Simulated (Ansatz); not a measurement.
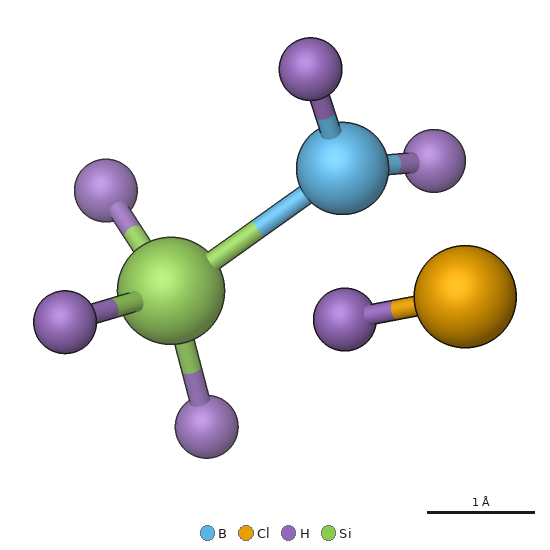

The structure as it stands in the input.

Ansatz 0.2.0 input:

```yaml
crystal:
  periodic: [false, false, false]
  atoms:
    - {symbol: B, position_ang: [-0.699215, -0.713110, -0.156507]}
    - {symbol: Cl, position_ang: [-1.866215, 0.765660, -1.451693]}
    - {symbol: H, position_ang: [-0.477357, -1.535250, -0.989837]}
    - {symbol: H, position_ang: [-1.517101, -0.878483, 0.694094]}
    - {symbol: H, position_ang: [-0.694536, 0.815037, -0.748424]}
    - {symbol: Si, position_ang: [0.984014, 0.266812, 0.504270]}
    - {symbol: H, position_ang: [1.580933, -0.829211, 1.319158]}
    - {symbol: H, position_ang: [0.737675, 1.442872, 1.381678]}
    - {symbol: H, position_ang: [1.951803, 0.665473, -0.552838]}
basis:
  gaussian: {orbitals: def2-TZVPP}
hamiltonian: {xc: {name: BLYP}, dispersion: d4}
```

It was started with:

```sh
ansatz run in.yaml --threads 2 --pin off --events-out ev --progress --plain --max-ram 4352MiB
```

Output:

```
Functional definition: BLYP
  name "BLYP"
  cite "Becke, Phys. Rev. A 38, 3098 (1988) doi:10.1103/PhysRevA.38.3098"
  cite "Lee, Yang & Parr, Phys. Rev. B 37, 785 (1988) doi:10.1103/PhysRevB.37.785"
  parameter beta = 0.0042
  parameter a = 0.04918
  parameter b = 0.132
  parameter c = 0.2533
  parameter d = 0.349
  exchange = b88_x(beta = beta)
  correlation = lyp_c(a = a, b = b, c = c, d = d)
1105 factors; their error is unknown
mean field evaluation 1: about -21167.4049 eV, gradient 4.0e1 eV
mean field evaluation 2: about -21158.0452 eV, gradient 6.4e1 eV
mean field evaluation 4: about -21172.8131 eV, gradient 4.7e0 eV
mean field evaluation 8: about -21172.8703 eV, gradient 5.4e-2 eV
mean field evaluation 16: about -21172.8407 eV, gradient 3.5e-5 eV
mean field -21172.84071500 eV, -778.0875448093 hartree, gradient 3.5e-5 eV, S^2 0.000000; 0 other end points of the search recorded, 0 dependent functions left out
reference -21172.84108528 eV, -778.0875584170 hartree; 21, 21 occupied and 178, 178 virtual orbitals, 1105 factors
Total energy: -21173.21200012 eV, -778.1011892858 hartree
```
